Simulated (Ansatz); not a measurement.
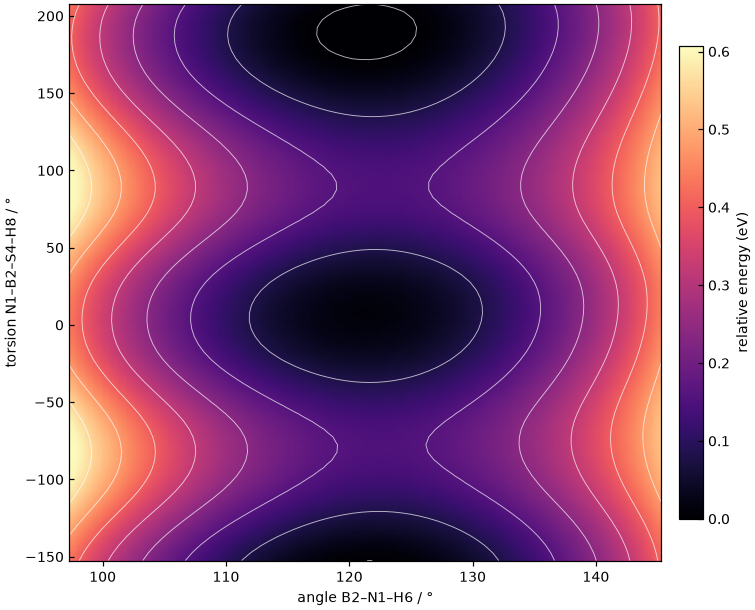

Energy landscape of BH₄NOS, SMILES NB(O)S. Two internal coordinates are moved rigidly from the geometry relaxed at PBE0-D4/def2-TZVP, all others fixed. Coordinates scanned: (1) angle B2–N1–H6; (2) torsion N1–B2–S4–H8. The scan uses a 5 × 8 grid. Points are written as (first, second). Energies are in eV, from the lowest grid point. The calculation used RHF-CCSD(T), frozen core/def2-TZVPP (Ansatz 0.2.0).

The picture shows a smooth colour map with a few white contour lines. Between grid points the surface is interpolated. 

Question: Summarise what can be read from the map.

Answer: The lowest grid point is at (121.3°, −152°). The bottom of the well lies between grid points, at about (121°, 190°), about 0.013 eV lower on the interpolated surface. There is a further well near (121.3°, 28°) (0.030 eV above the lowest at that grid point). The highest grid point, (97.3°, 72°), lies 0.607 eV above the lowest. On the interpolated surface the easiest way out of the lowest well to the well at about (122°, 10°) passes a barrier of about 0.16 eV, counted from the interpolated bottom of the well. Round the minimum the two coordinates are weakly coupled (coupling −0.05 in units of the two stiffnesses).
